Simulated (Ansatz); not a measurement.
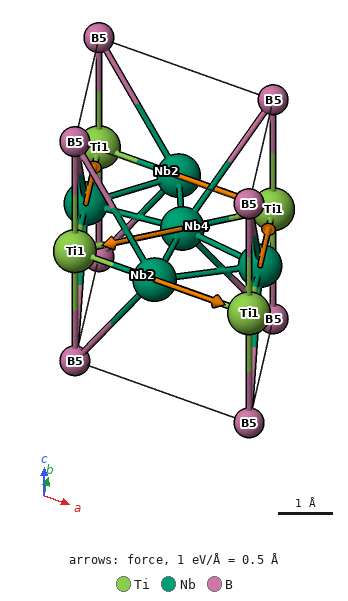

Starting geometry of solid TiNb3B (a generated structure, set up in P-62m) (coarse preliminary run) with the computed forces as orange arrows. Style: ball-and-stick. Shown: the cell of the calculation, from a free direction.

Theory: DFT PBE, scalar-relativistic, plane waves, PAW in Ansatz. Settings: plane-wave cutoff 420 eV; k-point mesh 6 × 6 × 4; occupations gaussian; smearing width 0.1 eV; no spin polarisation; cell and atoms relaxed; force threshold 0.04 eV/Å; at most 70 steps.

Q: What follows when this structure is relaxed?

A: It isn't relaxed: the largest force vector, on Nb atoms, is 3.35 eV/Å. The atoms end up moving mostly along the starting forces (cosine between the two patterns 1.00). The largest moves relative to the cell, 0.14 Å, are those of Nb atoms. B and Ti stay in place. The drawn cell changes as follows: a = b 4.079 → 5.421 Å (+32.9 %), c 4.719 → 4.088 Å (−13.4 %); the volume changes by +52.9 %. Near-neighbour distances that change, for instance: Nb–Nb 3.234 → 4.534 Å, Nb–Ti 1.867 → 2.618 Å, Nb–Nb 2.062 → 2.715 Å, Nb–Ti 2.212 → 2.803 Å. Bond angles that change, for instance: Nb–Nb–Nb 103.3° → 113.2°, Nb–Nb–Nb 163.3° → 173.2°, Nb–Nb–Nb 136.7° → 126.8°. The space group stays P-62m (No. 189). Over 17 accepted moves (20 points after the start) the energy falls by 5381 meV per atom. The largest force component goes from 3.3 to 0.0044 eV/Å. The pressure goes from 191.79 to −0.02 GPa. The line search rejected the trial step at point 9 of the run. At 2 points the geometry stayed and the basis and grid were re-selected for the new cell (energy shift of 119 meV per atom at most each time).
